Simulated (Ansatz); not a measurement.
# ClH₂InOS (SMILES [OH][In]([SH])[Cl]): what the fields show

Input

```
crystal:
  periodic: [false, false, false]
  atoms:
    - { symbol: O, position_ang: [-0.7804, 1.4169, 0.005] }
    - { symbol: In, position_ang: [-0.2917, -0.4557, -0.389] }
    - { symbol: S, position_ang: [0.5564, -1.4298, 0.618] }
    - { symbol: Cl, position_ang: [-1.0938, -1.0425, -1.0774] }
    - { symbol: H, position_ang: [0.0665, 1.8799, 0.0162] }
    - { symbol: H, position_ang: [1.5851, -0.4328, 0.7811] }
basis:
  gaussian: { orbitals: def2-SVP }
hamiltonian:
  xc: pbe0
  dispersion: d4
relax:
  f_tol: 0.015
  max_steps: 40
output:
  orbitals: {}
```

Launched as:

```sh
ansatz run input.yaml --threads 1 --pin off --max-ram 2048MiB --backend cpu --events-out ev --progress --plain --runs-dir out
```

The fields are those of the relaxed geometry.

Core potentials replace the inner electrons of In.

Level of theory: RKS PBE0-D4/def2-SVP (Ansatz 0.2.0).

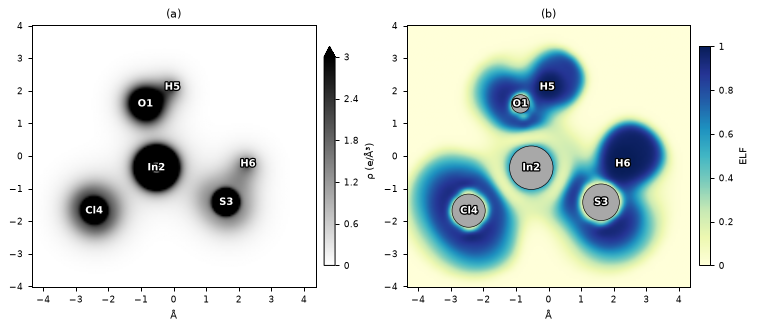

Figure 1. (a) electron density; (b) electron localisation function on the molecular plane. Grey discs cover the atomic cores in the ELF map.

Question: Describe what can be read from this map.

Answer:
- Atoms in the plane: O, In, S, Cl and H.
- In–O (1.99 Å): ρ at the midpoint is about 0.72 e/Å³; the ELF peaks at about 0.85 in the valence shell of O, 0.6 Å from its nucleus, and drops to about 0.15 between the two atoms.
- In–Cl (2.33 Å): ρ is about 0.53 e/Å³ halfway; the ELF peaks at about 0.80 in the valence shell of Cl, 0.8 Å from its nucleus, and drops to about 0.15 between the two atoms.
- In–S (2.39 Å): ρ is about 0.53 e/Å³ halfway; the ELF peaks at about 0.85 in the valence shell of S, 0.9 Å from its nucleus, and drops to about 0.15 between the two atoms.
- O–H (0.96 Å): ρ at the midpoint is about 3.6 e/Å³; the ELF climbs to about 1 towards the hydrogen, as it does in any bond to H; a covalent bond by its length.
- S–H (1.35 Å): the density is about 1.4 e/Å³ at the midpoint; the ELF climbs to about 1 towards the hydrogen.
- The ELF also peaks beside Cl4, S3 and O1, away from the bonds: lone-pair regions.

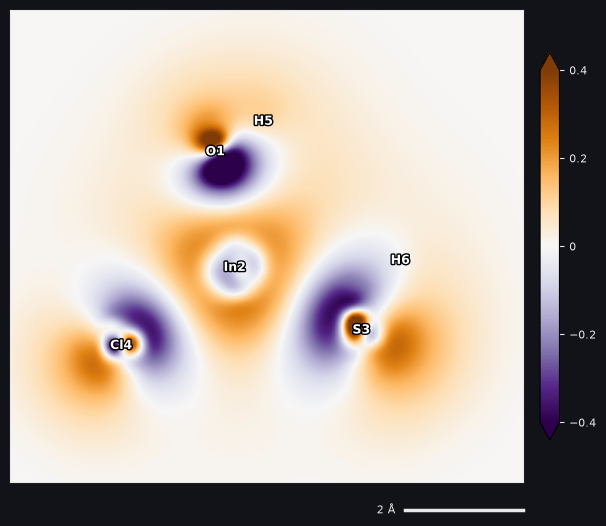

Figure 2. One frontier orbital on the molecular plane (values in Å⁻³ᐟ²; the overall sign is arbitrary).

Question: Which orbital is it: HOMO or LUMO?

Answer: The LUMO, at −2.12 eV. It lies mainly on In2 (about 45 %), S3 (about 20 %), Cl4 (about 15 %) and O1 (about 15 %); it is symmetric in the molecular plane (an in-plane orbital: σ, lone-pair or in-plane π type).

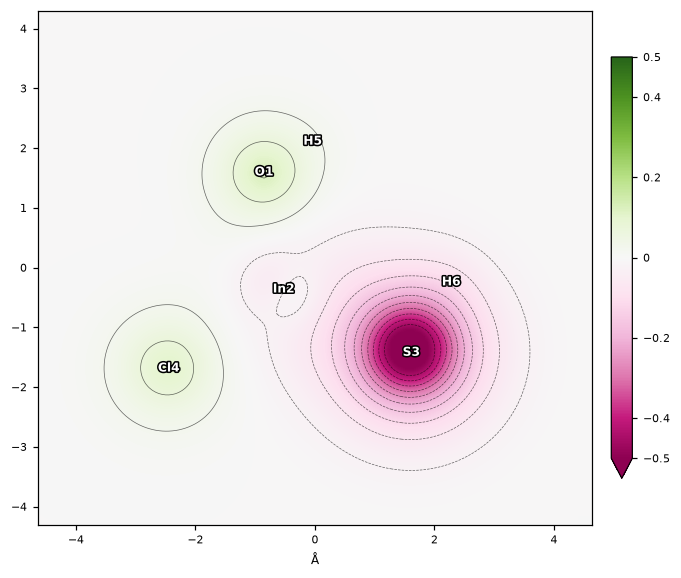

Figure 3. The HOMO on a plane 0.8 Å above the molecular plane (values in Å⁻³ᐟ²; the overall sign is arbitrary).

Question: Where does this orbital lie, and at what energy?

Answer: It lies mainly on S3 (about 80 %) and In2 (about 10 %); it changes sign across the molecular plane (π type). Its energy is −7.93 eV.
